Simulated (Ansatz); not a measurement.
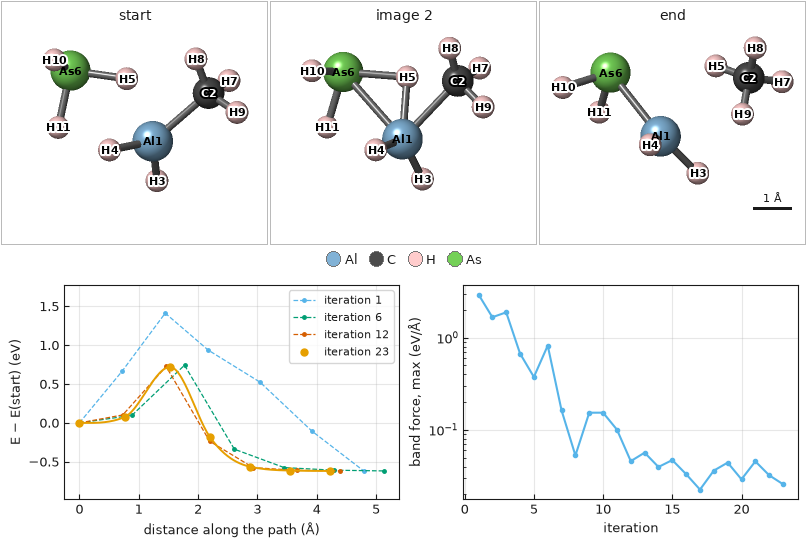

A nudged-elastic-band calculation for CH8AlAs. Images are numbered from 0 (start) to 6 (end). The plot follows the band through its iterations. Style: ball-and-stick. Shown at a tilt.

The calculation used RKS PBE-D4/def2-SVP (Ansatz). Set-up: 5 movable images; climbing image; force threshold 0.03 eV/Å; iteration limit 60; starting path through a guess of the saddle point.

**Did the band converge, and can the barrier be trusted?**

The result is final at these settings. The band converged in 23 iterations. The largest component of the band force went from 2.9 to 0.026 eV/Å. The climbing image converged on the top of the path. Its vibrational analysis gives one imaginary mode (1033i cm⁻¹), as a transition state must have. The first iteration put the highest image at 1.41 eV. The highest point, image 2, lies 0.72 eV above the start and 1.34 eV above the end; the end is at −0.62 eV relative to the start.
